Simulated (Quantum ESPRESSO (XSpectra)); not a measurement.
## S K-edge X-ray absorption spectrum (XANES) of TaS2 (R-3m)

```
TaS2
1.0
    1.69172     0.97671     6.35141
   -1.69172     0.97671     6.35141
    0.00000    -1.95343     6.35141
Ta S
1 2
Direct
  0.00000   0.00000   0.00000
  0.74613   0.74613   0.74613
  0.25387   0.25387   0.25387
```

Geometry: Materials Project entry mp-555037 (a computed structure). The cell is the entry's, not relaxed again.

Absorber: atom 2, S on Wyckoff site c (site symmetry 3m), with 3 Ta at 2.47 Å.

Simulated with Quantum ESPRESSO (XSpectra): LDA, full core hole, dipole K-edge X-ray absorption, plane waves, Troullier-Martins potentials made with ld1.x and PseudoDojo potentials for the other elements (Perdew-Zunger form enforced), scalar-relativistic, no spin, constant broadening.

21-atom cell (absorber images 7.5 Å apart), 46 Ry, k meshes 4×4×4 (SCF) and 5×5×4 (spectrum), Lorentzian half width 0.7 eV. The ground-state test found no gap over 0.25 eV with this functional, so the cell is neutral with smeared occupations; energies count from the Fermi level. Field directions run: x; z, weighted by the site's symmetry in the crystal. Intensities are scaled to a mean of 1 over 0–35 eV.

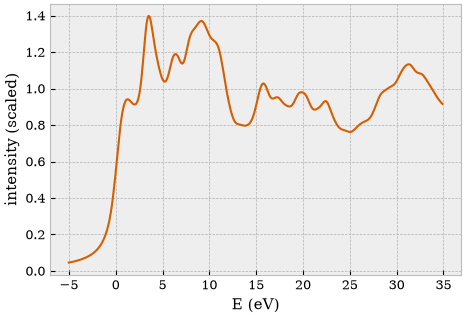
The computed spectrum

The absolute edge energy is not computed.
